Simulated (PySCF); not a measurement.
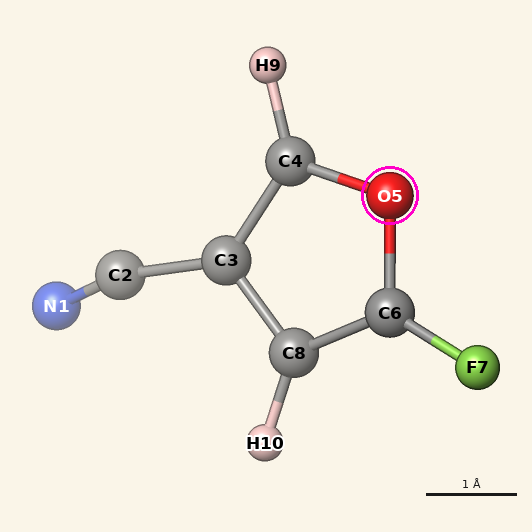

Orthographic view. Atoms fade into the background with distance from the viewer. Geometry: a frame of a GFN2-xTB molecular-dynamics simulation, not a minimum.

Which atoms are bonded to the circled atom?

The circled atom is O5; it is bonded to C4, C6.

Which atom is farthest from the viewer?

N1, 1.8 Å behind the mean position.

What is the shortest path along bonds from the circled atom to N1?

O5–C4–C3–C2–N1, 4 bonds; through space the two are 4.75 Å apart.

Which atom is nearest the viewer?

F7, 1.5 Å in front of the mean position.
